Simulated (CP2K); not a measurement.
# PM6 run of CH3AlCl2 (SMILES [AlH2][CH](Cl)Cl)

Aim: the vertical ionisation energy of CH3AlCl2 at PM6, from 2 runs. 

Program for the calculation: CP2K 2026.2.

4 further runs of the same task are left out: 1 that didn't finish, 3 set aside as unsound or not needed.

### Step 1. Starting point

The species is CH3AlCl2 (7 atoms), meant as a singlet with charge 0. As SMILES, `[AlH2][CH](Cl)Cl`. Geometry: a rough force-field guess.

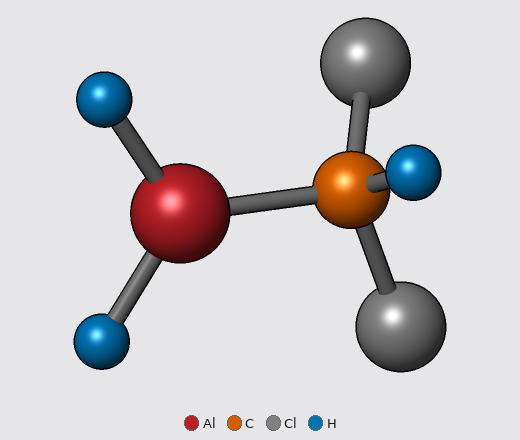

Viewed from a chosen angle; aluminium red, carbon orange, chlorine grey, hydrogen blue.

### Step 2. Energy and gradient at PM6

Input file molecule.xyz:

```xyz
7

Al    -0.541200     0.923500    -0.026900
C      0.540800    -0.670900    -0.063100
Cl     0.928000    -1.123000     1.591100
Cl    -0.275700    -1.985300    -0.838600
H     -1.109800     1.587100    -1.429300
H     -0.981300     1.664100     1.350800
H      1.500400    -0.463500    -0.629700
```

Input file gas.inp:

```
&GLOBAL
   PROJECT_NAME gas
   RUN_TYPE ENERGY_FORCE
   PRINT_LEVEL MEDIUM
&END GLOBAL

&FORCE_EVAL
   METHOD QS
   &DFT
      # Quickstep
      &QS
         METHOD PM6
         EPS_DEFAULT 1.0E-10
         &SE
            &COULOMB
               CUTOFF [angstrom] 50
               RC_RANGE [angstrom] 0
            &END COULOMB
            &EXCHANGE
               CUTOFF [angstrom] 50
               RC_RANGE [angstrom] 0
            &END EXCHANGE
         &END SE
      &END QS
      &POISSON
         PERIODIC NONE
         POISSON_SOLVER ANALYTIC
      &END POISSON
      &SCF
         SCF_GUESS ATOMIC
         EPS_SCF 1.0E-07
         MAX_SCF 150
         ADDED_MOS 4
         &DIAGONALIZATION
            ALGORITHM STANDARD
         &END DIAGONALIZATION
         &MIXING
            METHOD DIRECT_P_MIXING
            ALPHA 0.4
         &END MIXING
      &END SCF
      &PRINT
         &MOMENTS
            PERIODIC F
            REFERENCE COM
            MAX_MOMENT 1
         &END MOMENTS
         &MO ON
            ENERGIES T
            OCCUPATION_NUMBERS T
            NDIGITS 6
            &EACH
               QS_SCF 0
            &END EACH
            ADD_LAST NUMERIC
         &END MO
         &HIRSHFELD OFF
         &END HIRSHFELD
      &END PRINT
   &END DFT
   # structure
   &SUBSYS
      &CELL
         ABC 14.6 15.6 15
         PERIODIC NONE
      &END CELL
      &TOPOLOGY
         COORD_FILE_NAME molecule.xyz
         COORD_FILE_FORMAT XYZ
         &CENTER_COORDINATES
         &END CENTER_COORDINATES
      &END TOPOLOGY
   &END SUBSYS
   &PRINT
      &FORCES ON
      &END FORCES
   &END PRINT
&END FORCE_EVAL
```

Started as:

```console
OMP_NUM_THREADS=1 cp2k.psmp -i gas.inp -o gas.out
```

The log of the run:

```text
CP2K| version string:                                       CP2K version 2026.2
[...]
 GLOBAL| Method name                                                        CP2K
[...]
 GLOBAL| Run type                                                   ENERGY_FORCE
[...]
                             - Atoms:                                          7
[...]
                             - Spherical basis functions:                     34
[...]
 Number of electrons:                                                         24
[...]
     1 P_Mix/Diag. 0.40E+00    0.0     0.68542555       -22.7879169034 -2.28E+01
[...]
    21 DIIS/Diag.  0.67E-07    0.0     0.00000009       -26.5153875803 -7.11E-14
  *** SCF run converged in    21 steps ***
  Core-core repulsion energy [eV]:                           1193.88553442761395
  Core Hamiltonian energy [eV]:                             -1139.59746716562336
  Two-electron integral energy [eV]:                        -1551.61691362918054
  Electronic energy [eV]:                                   -1915.40592398021363
  Total energy [eV]:                                         -721.52038955259980
  Atomic reference energy [eV]:                               722.97305426403545
  Heat of formation [kcal/mol]:                                33.49924671591367
[...]
 SE_DIPOLE| Moment [Debye]         -0.33425985      -1.81328366       0.84113302
 SE_DIPOLE| Derivative [a.u.]       0.00000000       0.00000000       0.00000000
 ENERGY| Total FORCE_EVAL ( QS ) energy [hartree]            -26.515387580288721
 FORCES| Atomic forces [hartree/bohr]
 FORCES|   Atom     x               y               z               |f|
 FORCES|      1 -3.61500637E-02  3.47699945E-02 -6.22557237E-03   5.05424315E-02
 FORCES|      2  2.46911633E-02 -2.05357811E-03 -1.64041679E-03   2.48306604E-02
 FORCES|      3 -1.93336152E-03  2.98445195E-03 -4.59689215E-04   3.58554799E-03
 FORCES|      4 -9.19948537E-03 -1.82047803E-03 -3.43987931E-03   9.98886585E-03
 FORCES|      5  1.51171114E-02 -1.69808471E-02  2.65642743E-02   3.49647951E-02
 FORCES|      6  1.05227610E-02 -1.47352446E-02 -1.90436847E-02   2.62777065E-02
 FORCES|      7 -3.04812511E-03 -2.16429861E-03  4.24496800E-03   5.65641305E-03
 FORCES| Sum     2.49800181E-16  0.00000000E+00  9.57567359E-16
 FORCES| Total atomic force                                       9.89613751E-16
[...]
```

Wall time 0.91 s (1 thread of Intel Xeon 6975P-C (Granite Rapids), shared host); peak memory 0.19 GiB.

### Step 3. The doublet cation

molecule.xyz is that of step 2.

Input file run.inp:

```
&GLOBAL
  PROJECT run
  RUN_TYPE ENERGY_FORCE
  PRINT_LEVEL MEDIUM
&END

&FORCE_EVAL
  METHOD QS
  &DFT
    CHARGE 1
    MULTIPLICITY 2
    LSD T
    &QS
      METHOD PM6
      EPS_DEFAULT 1.0E-10
      &SE
        &COULOMB
          CUTOFF [angstrom] 50
          RC_RANGE [angstrom] 0
        &END
        &EXCHANGE
          CUTOFF [angstrom] 50
          RC_RANGE [angstrom] 0
        &END
      &END
    &END
    &POISSON
      PERIODIC NONE
      POISSON_SOLVER ANALYTIC
    &END
    &SCF
      SCF_GUESS ATOMIC
      EPS_SCF 1.0E-07
      MAX_SCF 40
      &OT ON
        MINIMIZER DIIS
        PRECONDITIONER FULL_ALL
      &END
      &OUTER_SCF
        EPS_SCF 1.0E-07
        MAX_SCF 8
      &END
    &END
    &PRINT
      &MOMENTS
        PERIODIC F
        REFERENCE COM
        MAX_MOMENT 1
      &END
      &MO_CUBES
        NLUMO 3
        NHOMO -1
        WRITE_CUBE F
      &END
      &HIRSHFELD OFF
      &END
    &END
  &END
  &SUBSYS
    &CELL
      ABC [angstrom] 14.6 15.6 15
      PERIODIC NONE
    &END
    &TOPOLOGY
      COORD_FILE_NAME molecule.xyz
      COORD_FILE_FORMAT XYZ
      &CENTER_COORDINATES
      &END
    &END
  &END
  &PRINT
    &FORCES ON
    &END
  &END
&END
```

Started as:

```console
OMP_NUM_THREADS=1 cp2k.psmp run.inp > run.out
```

The log of the run:

```text
CP2K| version string:                                       CP2K version 2026.2
[...]
 GLOBAL| Method name                                                        CP2K
[...]
 GLOBAL| Run type                                                   ENERGY_FORCE
[...]
                             - Atoms:                                          7
[...]
                             - Spherical basis functions:                     34
[...]
 Number of electrons:                                                         12
[...]
     1 OT DIIS     0.15E+00    0.0     0.12642783       -22.9971438364 -2.30E+01
[...]
    17 OT DIIS     0.15E+00    0.0     0.00000007       -26.1551739194 -1.88E-11
  *** SCF run converged in    17 steps ***
  Core-core repulsion energy [eV]:                           1193.88553442761395
  Core Hamiltonian energy [eV]:                             -1097.11596508537878
  Two-electron integral energy [eV]:                        -1616.97609339684118
  Electronic energy [eV]:                                   -1905.60401178379902
  Total energy [eV]:                                         -711.71847735618542
  Atomic reference energy [eV]:                               722.97305426403545
  Heat of formation [kcal/mol]:                               259.53672967430970
[...]
 SE_DIPOLE| Moment [Debye]         -0.74815109      -1.09570032       0.77947778
 SE_DIPOLE| Derivative [a.u.]       0.00000000       0.00000000       0.00000000
 *** WARNING in qs_scf_post_se.F:140 :: Printing of MO cube files not ***
 *** implemented for Semi-Empirical method.                           ***
 ENERGY| Total FORCE_EVAL ( QS ) energy [hartree]            -26.155173919415347
 FORCES| Atomic forces [hartree/bohr]
 FORCES|   Atom     x               y               z               |f|
 FORCES|      1 -5.55718467E-02  7.14331671E-02 -4.76489542E-03   9.06290888E-02
 FORCES|      2  3.32923178E-02 -8.90795976E-02  2.19590267E-02   9.75999590E-02
 FORCES|      3 -1.25579463E-02  1.82742375E-02 -3.01751715E-02   3.74458375E-02
 FORCES|      4  3.11121441E-03  2.83836822E-02  9.70995666E-03   3.01595147E-02
 FORCES|      5  1.73081467E-02 -2.17194012E-02  2.22534729E-02   3.55882198E-02
 FORCES|      6  1.33548724E-02 -1.93447397E-02 -1.56503056E-02   2.82401069E-02
 FORCES|      7  1.06324171E-03  1.20526517E-02 -3.33208376E-03   1.25498876E-02
 FORCES| Sum     2.77555756E-16  8.04911693E-16 -1.11022302E-16
 FORCES| Total atomic force                                       8.58630295E-16
[...]
```

Wall time 1.6 s (1 thread of Intel Xeon 6975P-C (Granite Rapids), shared host); peak memory 0.18 GiB.

### Step 4. Outcome

At PM6:

```
                                                   quantity           value
                             singlet CH3AlCl2: total energy    -26.51539 Eh
                            singlet CH3AlCl2: dipole moment          2.03 D
                              singlet CH3AlCl2: HOMO energy       -10.07 eV
                              singlet CH3AlCl2: LUMO energy         0.10 eV
                            singlet CH3AlCl2: HOMO–LUMO gap        10.17 eV
singlet CH3AlCl2: heat of formation at this unrelaxed shape   33.5 kcal/mol
                 singlet CH3AlCl2: largest force on an atom      2.599 eV/Å
                               doublet cation: total energy    -26.15517 Eh
  doublet cation: heat of formation at this unrelaxed shape  259.5 kcal/mol
                   doublet cation: largest force on an atom      5.019 eV/Å
         vertical ionisation energy (to the doublet cation)        9.802 eV
```

In words: Removing an electron at fixed nuclei costs 9.80 eV (946 kJ/mol). The largest force (singlet CH3AlCl2) is 2.60 eV/Å: the shape isn't a stationary point for this species at this level.
